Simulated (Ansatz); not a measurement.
```yaml
crystal:
  periodic: [false, false, false]
  atoms:
    - {symbol: O, position_ang: [-1.411040, -0.128767, 0.264678]}
    - {symbol: Si, position_ang: [0.120176, 0.407969, 0.014363]}
    - {symbol: O, position_ang: [1.187966, -0.792714, -0.322380]}
    - {symbol: H, position_ang: [-1.873391, -0.520616, -0.477713]}
    - {symbol: H, position_ang: [0.190699, 1.217896, -1.069644]}
    - {symbol: H, position_ang: [0.464347, 1.101869, 1.276811]}
    - {symbol: H, position_ang: [1.375979, -1.429113, 0.369068]}
basis:
  gaussian: {orbitals: def2-TZVPP}
hamiltonian: {xc: pbe0, dispersion: d4}
```

Geometry: moved along internal coordinates away from the minimum.

What structure does this define?

The molecule is H₄O₂Si. As SMILES it reads `O[SiH2]O`. It has no ring. Among its groups: Si–H bond, Si–O bond. Coordination: 2 O bent; 1 Si tetrahedral.

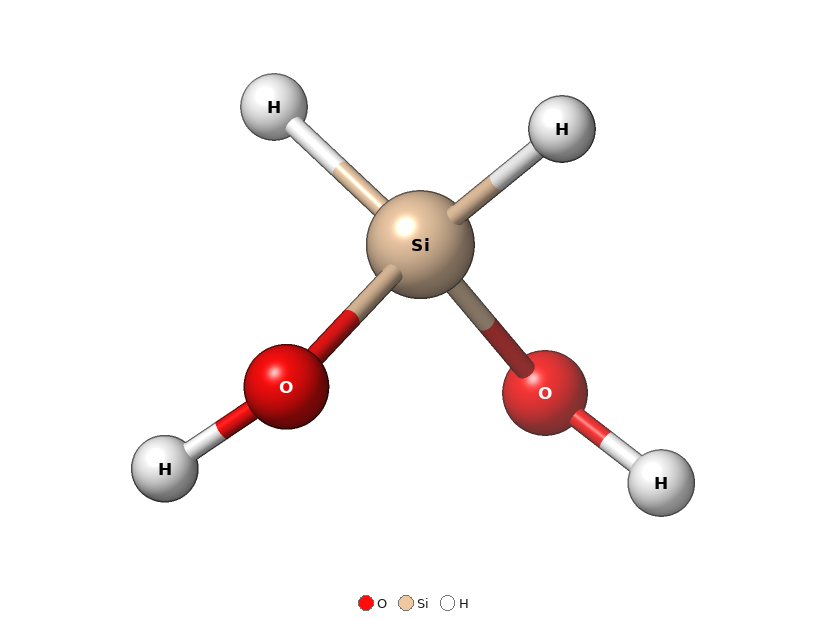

(Drawn from a calculation with Ansatz.)
